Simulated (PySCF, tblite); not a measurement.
# C₅H₁₀Si: a rotation path, then NMR shifts on frames, part 2 of 2

tblite 0.8.0 and PySCF 2.14.0. Atoms count from 0. The steps go on from the part before.

**5. Nuclear shieldings: image 4, PBE0/pcSseg-1**

What the job is given:

```
{"job": {"kind": "nmr", "xc": "PBE0", "basis": "pcSseg-1", "pop": false}, "charge": 0, "multiplicity": 1}
C     -1.523200    -0.107100    -1.402300
C     -0.860500     0.168600    -0.289600
C     -1.530100     0.181100     1.051000
C      0.591100     0.512100    -0.301300
C      1.610000    -0.555100    -0.745900
Si     1.821700     0.001600     1.037600
H     -2.577100    -0.333800    -1.394200
H     -1.043300    -0.115900    -2.366400
H     -1.312500     1.118000     1.561700
H     -2.607000     0.066000     0.958800
H     -1.143500    -0.630000     1.667200
H      0.761400     1.475300    -0.776400
H      1.198400    -1.533200    -0.953300
H      2.311900    -0.249400    -1.509300
H      1.402600    -0.914900     2.083500
H      2.892600     0.925500     1.367400
```

Method: GIAO PBE0/pcSseg-1 NMR shielding, non-relativistic, gas phase.

What it wrote:

```text
coarse grid: 13256 points
cycle   1  E = -485.4737195185  dE =  6.152e-01  |g| = 4.616e-01  |ddm| = 3.578e+00
cycle   2  E = -485.4285755283  dE =  4.514e-02  |g| = 6.043e-01  |ddm| = 1.173e+00
cycle   3  E = -485.5334309314  dE = -1.049e-01  |g| = 7.672e-02  |ddm| = 7.910e-01
cycle   4  E = -485.5348083128  dE = -1.377e-03  |g| = 3.103e-02  |ddm| = 1.047e-01
cycle   5  E = -485.5350170125  dE = -2.087e-04  |g| = 1.165e-02  |ddm| = 3.319e-02
cycle   6  E = -485.5350519025  dE = -3.489e-05  |g| = 2.633e-03  |ddm| = 1.336e-02
cycle   7  E = -485.5350536398  dE = -1.737e-06  |g| = 3.251e-04  |ddm| = 3.143e-03
final grid: 121688 points
cycle   8  E = -485.5710948135  dE = -3.462e-05  |g| = 7.816e-03  |ddm| = 3.164e-02
cycle   9  E = -485.5710813744  dE =  1.344e-05  |g| = 1.036e-02  |ddm| = 1.870e-02
cycle  10  E = -485.5711109745  dE = -2.960e-05  |g| = 1.551e-03  |ddm| = 1.215e-02
cycle  11  E = -485.5711115781  dE = -6.036e-07  |g| = 2.819e-04  |ddm| = 1.569e-03
cycle  12  E = -485.5711115949  dE = -1.680e-08  |g| = 1.246e-04  |ddm| = 3.712e-04
cycle  13  E = -485.5711115989  dE = -3.958e-09  |g| = 2.545e-05  |ddm| = 1.409e-04
cycle  14  E = -485.5711115990  dE = -1.604e-10  |g| = 5.083e-06  |ddm| = 3.695e-05
converged SCF energy = -485.5711115990

GIAO shielding tensors (ppm)
atom      isotropic    diamagn.    paramagn.     s11        s22        s33       span
  0 C       64.747     252.712    -187.965    -49.686     94.784    149.143    198.829
  1 C       30.371     257.769    -227.398    -93.498     27.164    157.446    250.944
  2 C      153.926     247.159     -93.233    129.247    149.162    183.368     54.121
  3 C      169.033     253.350     -84.317    135.041    158.409    213.650     78.609
  4 C      181.235     254.236     -73.000    150.721    188.256    204.730     54.010
  5 Si     500.199     881.988    -381.789    393.506    404.865    702.226    308.720
  6 H       26.105      31.072      -4.967     22.914     24.950     30.452      7.538
  7 H       26.219      32.202      -5.983     22.104     24.934     31.618      9.515
  8 H       29.763      29.802      -0.039     25.876     29.104     34.309      8.434
  9 H       29.899      30.072      -0.173     25.501     28.306     35.890     10.389
 10 H       29.895      30.725      -0.830     25.489     30.370     33.825      8.336
 11 H       29.629      32.381      -2.752     24.177     27.317     37.394     13.216
 12 H       31.212      32.167      -0.956     26.632     28.210     38.793     12.161
 13 H       30.494      30.842      -0.349     25.489     26.105     39.888     14.399
 14 H       29.090      30.728      -1.639     24.036     27.337     35.896     11.860
 15 H       29.192      30.171      -0.978     23.838     26.280     37.459     13.621
```

It took 16 s on 1 thread of INTEL XEON PLATINUM 8581C at 2.30GHz, shared host; peak memory 0.8 GiB.

This run: δ C1 156.6, C0 122.2, C2 33.0, C3 17.9, H6 5.61, H7 5.50 ppm.

**6. Nuclear shieldings: image 6, PBE0/pcSseg-1**

What the job is given:

```
{"job": {"kind": "nmr", "xc": "PBE0", "basis": "pcSseg-1", "pop": false}, "charge": 0, "multiplicity": 1}
C     -1.385600    -0.597100    -1.167700
C     -0.848900     0.120600    -0.190400
C     -1.667100     0.593100     0.976400
C      0.572700     0.519400    -0.136000
C      1.633600    -0.227400    -0.948600
Si     1.871100    -0.393000     0.907900
H     -2.428600    -0.865800    -1.161500
H     -0.821600    -0.931600    -2.020900
H     -1.550600     1.667200     1.112600
H     -2.720900     0.369000     0.834400
H     -1.322300     0.103700     1.887400
H      0.685400     1.600800    -0.141600
H      1.278200    -1.090600    -1.491700
H      2.288800     0.381600    -1.555000
H      1.495500    -1.641000     1.545400
H      2.912800     0.399900     1.538100
```

With the program's defaults for keys left out, this is: GIAO PBE0/pcSseg-1 NMR shielding, non-relativistic, gas phase.

What it wrote:

```text
coarse grid: 13256 points
cycle   1  E = -485.4780303355  dE =  6.274e-01  |g| = 4.682e-01  |ddm| = 3.598e+00
cycle   2  E = -485.4290333854  dE =  4.900e-02  |g| = 6.191e-01  |ddm| = 1.232e+00
cycle   3  E = -485.5402203906  dE = -1.112e-01  |g| = 6.861e-02  |ddm| = 8.270e-01
cycle   4  E = -485.5413346310  dE = -1.114e-03  |g| = 2.959e-02  |ddm| = 1.023e-01
cycle   5  E = -485.5415339692  dE = -1.993e-04  |g| = 9.126e-03  |ddm| = 3.145e-02
cycle   6  E = -485.5415554011  dE = -2.143e-05  |g| = 2.999e-03  |ddm| = 1.260e-02
cycle   7  E = -485.5415576574  dE = -2.256e-06  |g| = 4.388e-04  |ddm| = 3.283e-03
final grid: 121688 points
cycle   8  E = -485.5778403408  dE = -3.537e-05  |g| = 7.815e-03  |ddm| = 2.832e-02
cycle   9  E = -485.5778278366  dE =  1.250e-05  |g| = 1.017e-02  |ddm| = 1.922e-02
cycle  10  E = -485.5778566793  dE = -2.884e-05  |g| = 1.384e-03  |ddm| = 1.233e-02
cycle  11  E = -485.5778571605  dE = -4.812e-07  |g| = 2.894e-04  |ddm| = 1.543e-03
cycle  12  E = -485.5778571785  dE = -1.804e-08  |g| = 1.185e-04  |ddm| = 3.911e-04
cycle  13  E = -485.5778571822  dE = -3.642e-09  |g| = 2.840e-05  |ddm| = 1.456e-04
cycle  14  E = -485.5778571824  dE = -1.949e-10  |g| = 6.355e-06  |ddm| = 3.522e-05
converged SCF energy = -485.5778571824

GIAO shielding tensors (ppm)
atom      isotropic    diamagn.    paramagn.     s11        s22        s33       span
  0 C       73.850     253.519    -179.669    -29.571     96.020    155.101    184.672
  1 C       33.840     257.942    -224.103    -87.048     29.514    159.053    246.100
  2 C      157.289     246.690     -89.401    136.641    147.415    187.812     51.171
  3 C      166.764     253.818     -87.055    139.541    151.969    208.780     69.239
  4 C      188.434     254.559     -66.125    164.232    189.503    211.568     47.336
  5 Si     494.320     881.960    -387.640    390.605    404.476    687.880    297.276
  6 H       26.609      31.286      -4.677     24.091     24.908     30.828      6.737
  7 H       26.658      32.988      -6.330     23.626     24.520     31.828      8.201
  8 H       29.729      29.510       0.219     26.037     28.424     34.725      8.688
  9 H       29.730      29.967      -0.237     25.404     28.216     35.570     10.165
 10 H       29.712      30.032      -0.320     25.296     29.479     34.362      9.066
 11 H       29.984      32.511      -2.526     24.253     28.014     37.684     13.431
 12 H       30.788      32.926      -2.138     25.248     28.282     38.835     13.587
 13 H       30.870      30.600       0.269     25.263     26.240     41.106     15.843
 14 H       29.415      30.758      -1.343     24.461     27.378     36.406     11.945
 15 H       29.061      30.390      -1.329     23.978     26.025     37.179     13.201
```

Wall time 15 s (1 thread of INTEL XEON PLATINUM 8581C at 2.30GHz, shared host); peak memory 0.8 GiB.

Key values: δ C1 153.1, C0 113.1, C2 29.6, C3 20.2, H6 5.11, H7 5.06 ppm.

**7. Shielding tensors: image 8, PBE0/pcSseg-1**

What the job is given:

```
{"job": {"kind": "nmr", "xc": "PBE0", "basis": "pcSseg-1", "pop": false}, "charge": 0, "multiplicity": 1}
C     -1.233300    -0.988000    -0.734000
C     -0.827200     0.064900    -0.032000
C     -1.801300     0.912400     0.735500
C      0.577400     0.481800     0.093700
C      1.606300     0.131300    -0.992800
Si     1.929800    -0.750900     0.628900
H     -2.273400    -1.258800    -0.793800
H     -0.551600    -1.616800    -1.279800
H     -1.765400     1.943000     0.382200
H     -2.816900     0.541600     0.624100
H     -1.541200     0.914000     1.794200
H      0.674900     1.492300     0.476300
H      1.222200    -0.407600    -1.847000
H      2.241600     0.951400    -1.299500
H      1.547200    -2.143000     0.757800
H      3.003200    -0.258600     1.474800
```

With the program's defaults for keys left out, this is: GIAO PBE0/pcSseg-1 NMR shielding, non-relativistic, gas phase.

What it wrote:

```text
coarse grid: 13256 points
cycle   1  E = -485.4767690653  dE =  6.293e-01  |g| = 4.682e-01  |ddm| = 3.576e+00
cycle   2  E = -485.4309500027  dE =  4.582e-02  |g| = 6.117e-01  |ddm| = 1.215e+00
cycle   3  E = -485.5390533106  dE = -1.081e-01  |g| = 6.745e-02  |ddm| = 8.057e-01
cycle   4  E = -485.5400709082  dE = -1.018e-03  |g| = 3.175e-02  |ddm| = 1.002e-01
cycle   5  E = -485.5403015959  dE = -2.307e-04  |g| = 1.049e-02  |ddm| = 3.475e-02
cycle   6  E = -485.5403301050  dE = -2.851e-05  |g| = 2.690e-03  |ddm| = 1.245e-02
cycle   7  E = -485.5403319177  dE = -1.813e-06  |g| = 4.835e-04  |ddm| = 3.179e-03
final grid: 121688 points
cycle   8  E = -485.5767734118  dE = -3.345e-05  |g| = 7.783e-03  |ddm| = 2.983e-02
cycle   9  E = -485.5767609916  dE =  1.242e-05  |g| = 1.016e-02  |ddm| = 1.845e-02
cycle  10  E = -485.5767896113  dE = -2.862e-05  |g| = 1.462e-03  |ddm| = 1.182e-02
cycle  11  E = -485.5767901498  dE = -5.386e-07  |g| = 2.847e-04  |ddm| = 1.590e-03
cycle  12  E = -485.5767901677  dE = -1.787e-08  |g| = 1.189e-04  |ddm| = 3.792e-04
cycle  13  E = -485.5767901713  dE = -3.599e-09  |g| = 2.677e-05  |ddm| = 1.369e-04
cycle  14  E = -485.5767901715  dE = -1.733e-10  |g| = 7.004e-06  |ddm| = 3.464e-05
converged SCF energy = -485.5767901715

GIAO shielding tensors (ppm)
atom      isotropic    diamagn.    paramagn.     s11        s22        s33       span
  0 C       81.662     255.364    -173.702    -20.107    104.774    160.319    180.426
  1 C       28.593     258.070    -229.477    -90.830     16.186    160.422    251.252
  2 C      157.689     246.620     -88.932    135.182    150.151    187.732     52.550
  3 C      171.051     253.384     -82.334    140.837    156.140    216.175     75.338
  4 C      181.620     253.619     -71.999    156.612    184.759    203.488     46.876
  5 Si     478.814     881.814    -403.000    360.889    405.795    669.757    308.869
  6 H       26.908      31.658      -4.750     24.725     25.199     30.800      6.075
  7 H       27.419      33.994      -6.575     24.172     25.027     33.057      8.886
  8 H       29.602      29.428       0.173     25.844     28.193     34.768      8.924
  9 H       29.784      29.696       0.088     25.700     28.136     35.515      9.815
 10 H       29.448      29.566      -0.118     25.341     28.567     34.436      9.094
 11 H       30.423      33.720      -3.297     23.692     29.793     37.785     14.093
 12 H       30.790      32.323      -1.532     26.001     28.244     38.126     12.125
 13 H       30.648      30.496       0.153     24.786     26.610     40.550     15.764
 14 H       29.292      30.917      -1.625     24.060     27.904     35.912     11.852
 15 H       28.739      30.149      -1.410     23.336     25.765     37.115     13.779
```

Run time: 15 s. Hardware: 1 thread of INTEL XEON PLATINUM 8581C at 2.30GHz, shared host; peak memory 0.8 GiB.

In short: δ C1 158.3, C0 105.3, C2 29.2, C3 15.9, H6 4.81, H7 4.30 ppm.

**8. Comparing the runs: NMR shifts**

Shifts (ppm) of some atoms, chosen among heavy atoms and hydrogens apart, with basis size and wall time:

```
  frame     C0    C2    C3    C4    H7    H8     Si5  functions  time
image 0  113.9  21.9  21.2  -0.5  5.18  1.08  -147.7        159  20 s
image 2  118.7  27.2  21.6   1.5  5.23  1.48  -143.1        159  14 s
image 4  122.2  33.0  17.9   5.7  5.50  1.95  -151.0        159  16 s
image 6  113.1  29.6  20.2  -1.5  5.06  1.99  -145.2        159  15 s
image 8  105.3  29.2  15.9   5.3  4.30  2.12  -129.7        159  15 s
```

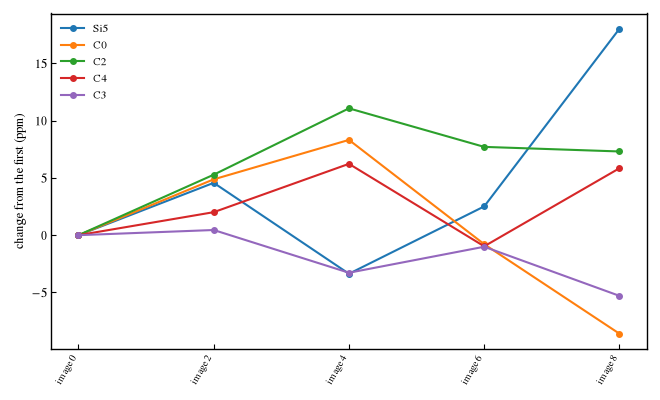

How five of the tabulated atoms move from run to run.

**9. Summary of results**

This closing draws on all 2 parts.

| quantity | value |
| --- | --- |
| barrier | 0.138 eV (3.2 kcal/mol) at image 4 |
| end to end (GFN2-xTB) | 0.002 eV |
| 13C shifts against TMS (PBE0/pcSseg-1, image 0) | 153.1, 113.9, 21.9, 21.2, -0.5 ppm |
| 1H shifts against TMS (PBE0/pcSseg-1, image 0) | 5.18, 5.02, 2.70, 2.54, 2.22, 1.76, 1.75, 1.08, 0.92, 0.82 ppm |
| 29Si shifts against TMS (PBE0/pcSseg-1, image 0) | -147.7 ppm |
| surface potential, 1st and 99th percentile | -0.91 V and 0.93 V |
| range of the shift of Si5 | -151.0 to -129.7 ppm |

In words: Along the band the dihedral turns by 180°, and the top (dihedral 116°) lies 3.2 kcal/mol above the start (GFN2-xTB, rough), so at room temperature this motion is fast. The top was not checked by a frequency run. Shifts at one fixed geometry are not the observed spectrum, which averages over the motion. In the first frame run (image 0): The widest tensor belongs to Si5: span 295 ppm, with a paramagnetic part of -385 ppm. Across the 5 runs the shift of Si5 moves most, between -151.0 (image 4) and -129.7 ppm (image 8).
